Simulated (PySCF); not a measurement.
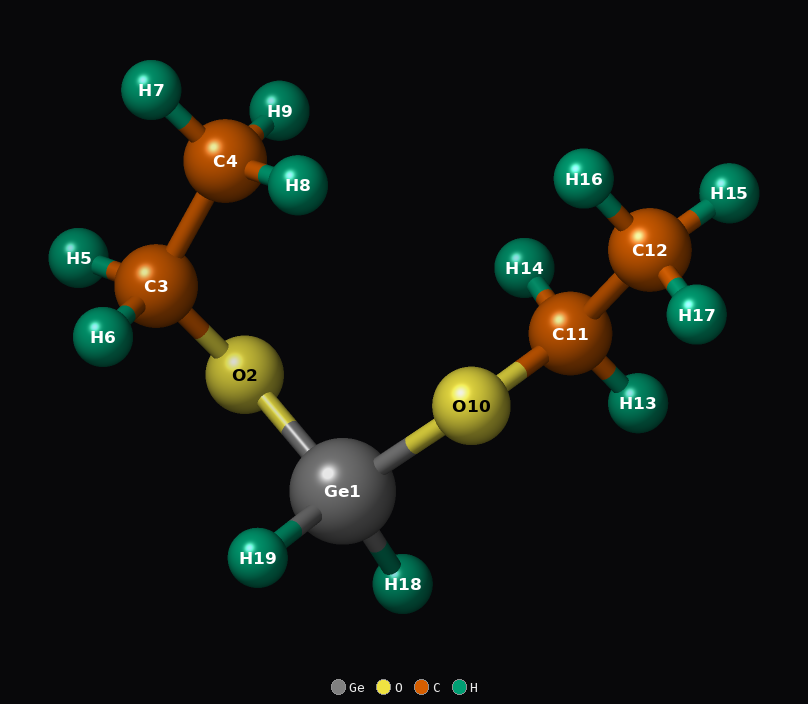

The geometry was computed by an optimisation with PBE0-D3(BJ)/def2-SVP. No frequency run is at hand to confirm it as a minimum. Method: delta-SCF UKS SCAN, pcX-2 on the ionised atom (unc-x2c-TZVPall on a metal), pcseg-1 elsewhere, spin-free X2C (PySCF 2.14.0).

Give the core-electron binding energies (to vacuum) of O2 1s, C3 1s, C4 1s.

```
atom  level  binding energy (eV)
  O2     1s                537.4
  C3     1s                292.0
  C4     1s                290.5
```
